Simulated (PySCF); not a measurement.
**C₂H₈Ge, SMILES `C[GeH2]C`: what the electrons do**

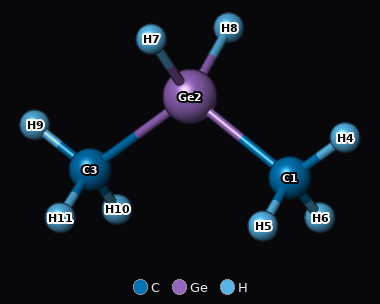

The molecule, with its atoms numbered as below. No frequency check shows the geometry to be a minimum.

Coordinates in Å:

```
C1      -1.6234   -0.7366    0.0002
Ge2      0.0000    0.3758    0.0000
C3       1.6234   -0.7366   -0.0002
H4      -2.5227   -0.1275   -0.0008
H5      -1.6479   -1.3751   -0.8794
H6      -1.6477   -1.3751    0.8797
H7      -0.0000    1.2845   -1.2003
H8       0.0000    1.2845    1.2004
H9       2.5227   -0.1275    0.0008
H10      1.6479   -1.3751    0.8794
H11      1.6477   -1.3752   -0.8797
```

## 1. Bonding charge

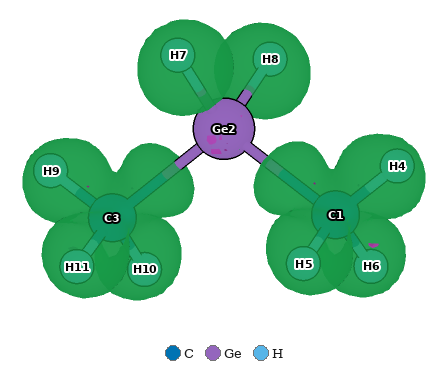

Deformation density (molecule less spherical, spin-averaged free atoms at the same positions), surfaces at ±0.09 e/Å³; green: gain, purple: loss.

Computed with PySCF, B3LYP/def2-SVPD, geometry: GFN2-xTB.

Question: How much density has each bond gained at its critical point, relative to the free atoms?

Answer: C1–H4 and C3–H9: +0.65 e/Å³ at the bond critical point (bond length 1.09 Å). C1–H6, C1–H5, C3–H10 and C3–H11: +0.65 e/Å³ at the bond critical point (bond length 1.09 Å). Ge2–H7 and Ge2–H8: +0.24 e/Å³ at the bond critical point (bond length 1.51 Å). C1–Ge2 and Ge2–C3: +0.18 e/Å³ at the bond critical point (bond length 1.97 Å). In all, 2.2 electrons gather in the regions of gain relative to the promolecule.

Question: Where do the Hirshfeld charges lie?

Answer: The highest Hirshfeld charge is on Ge2 (+0.35 e), the lowest on C1 and C3 (−0.19 e).

## 2. Local ionisation energy

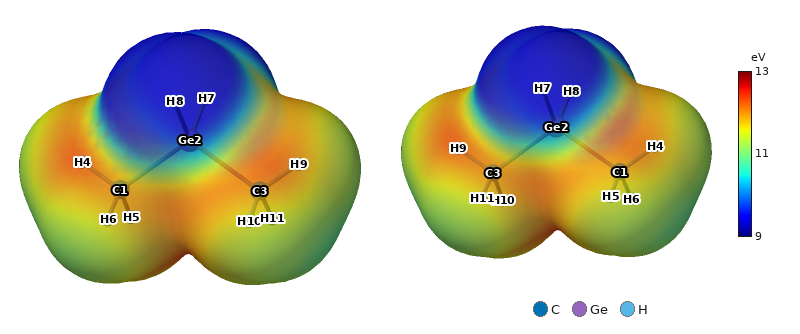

Average local ionisation energy on the surface of electron density 0.001 a.u. (back view left, front view right).

Question: Locate the minima of the map.

Answer: The lowest value is 9.3 eV, 1.5 Å from H7, and at like points elsewhere. Further minima include 10.7 eV, near H4 (1.83 Å), H5 (1.93 Å), H6 (1.93 Å) and C1 (1.99 Å), and at like points elsewhere. For comparison, the highest occupied orbital lies at −8.3 eV.

## 3. In an electric field

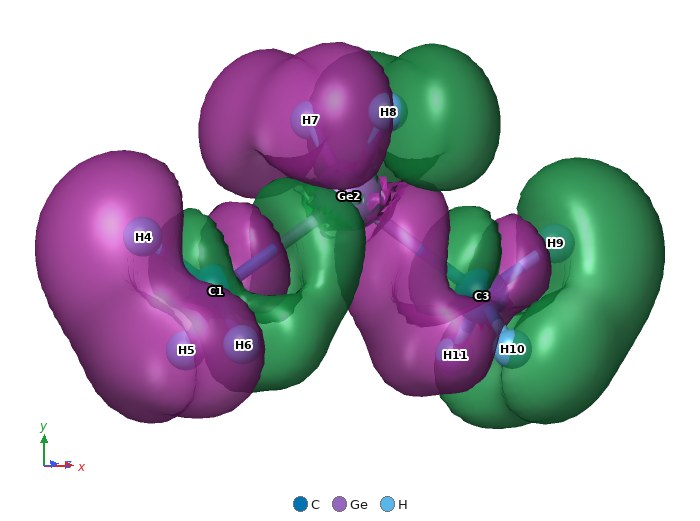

Change of the electron density in a uniform field of 0.21 V/Å, surfaces at ±0.0008 e/Å³ (green: gain, purple: loss).

Method: B3LYP/def2-SVPD; geometry: GFN2-xTB; program: PySCF.

The field was applied in both directions; the picture shows the one opposite to the script's first.

Question: Along which Cartesian direction does the field point?

Answer: Along −x: electrons gather on the +x side, against the field.

Question: What dipole is induced, and what polarisability does it imply?

Answer: The induced dipole is 0.66 D (along the field); α along this axis, from the fields in both directions, is 65 bohr³ (9.6 Å³).

## 4. Removing or adding an electron

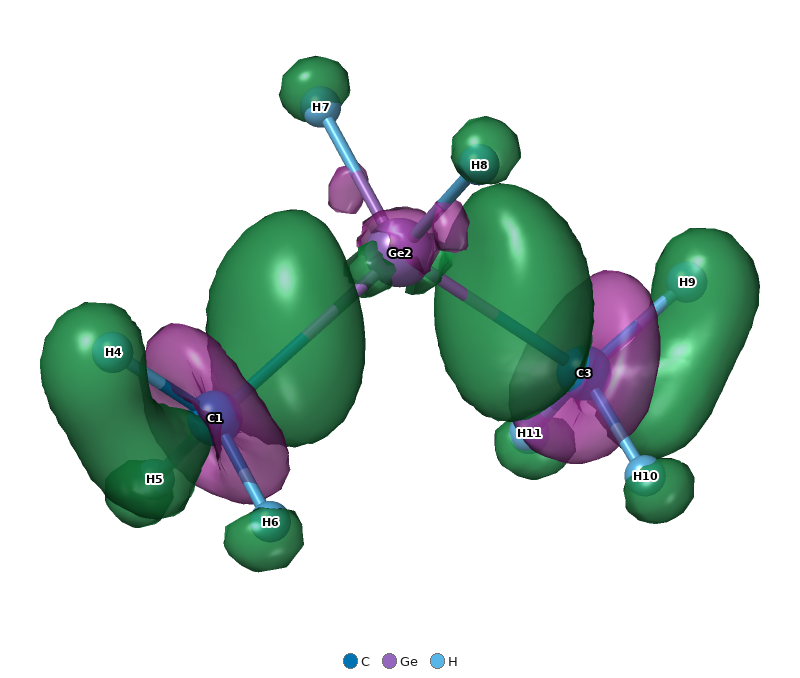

Fukui function f⁻ = ρ(N) − ρ(N−1) at fixed geometry, surfaces at ±0.04 e/Å³ (green positive, purple negative).

Question: On which atoms does the density change most on removal of an electron?

Answer: f⁻ (Hirshfeld-condensed) is largest on Ge2 (0.18) and C1 and C3 (0.14 each); the vertical ionisation energy is 10.66 eV (the stability of the cation's solution wasn't checked). Condensed values hint at sites of electrophilic attack but needn't mark the atom that reacts. Shares this close don't rank the sites. Orbital relaxation makes it negative in places (0.22 e in all).

The PySCF runs shown took 16 s, 37 s and 69 s on 1 thread of Arm Neoverse V2 (shared host).
